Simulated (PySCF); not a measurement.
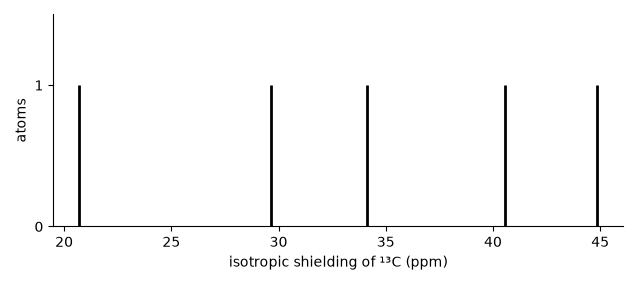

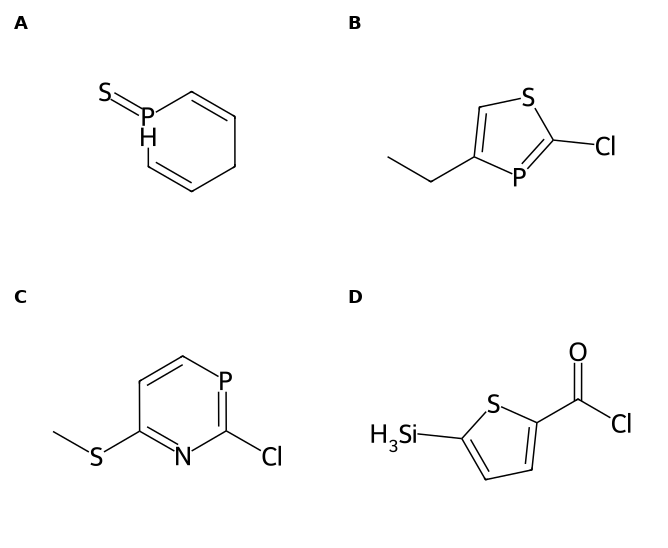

The sticks are computed shieldings of one of the molecules, for one fixed geometry (GFN2-xTB) without averaging over rotations. Low shielding means a high chemical shift. Method: GIAO PBE0/pcSseg-1 NMR shielding, non-relativistic, gas phase (PySCF 2.14.0).

Match the spectrum to a structure.

D, `O=C(Cl)c1ccc([SiH3])s1`. Its 5 C atoms give lines at 20.7, 29.6, 34.1, 40.6, 44.9 ppm.

The geometry is semi-empirical. Around P, Si such bond lengths and angles can be off by a tenth of an ångström or more and by several degrees, and values that hang on the shape move with them.
